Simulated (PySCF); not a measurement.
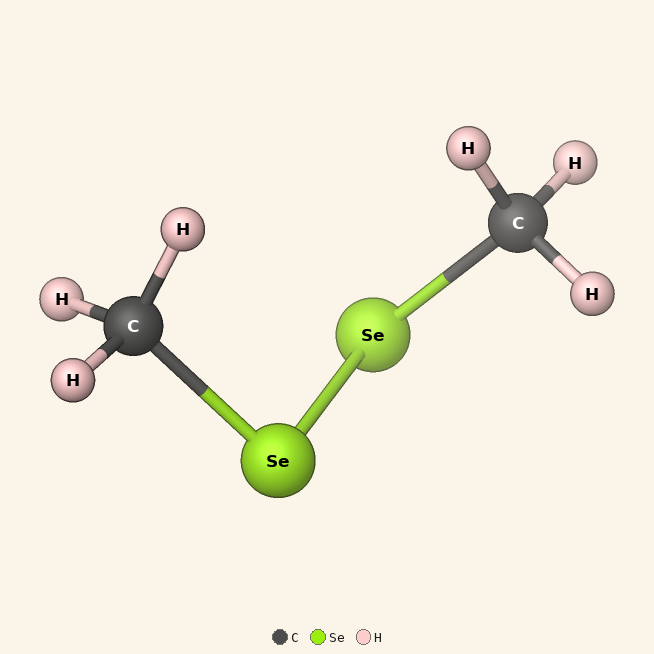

Orthographic view. Depth is shown by fading: the farther an atom, the more it takes the colour of the background. Computed geometry: PBE0-D3(BJ)/def2-SVP optimisation. No frequency run is at hand to confirm it as a minimum.

Question: Write the InChI string.

Answer: InChI=1S/C2H6Se2/c1-3-4-2/h1-2H3
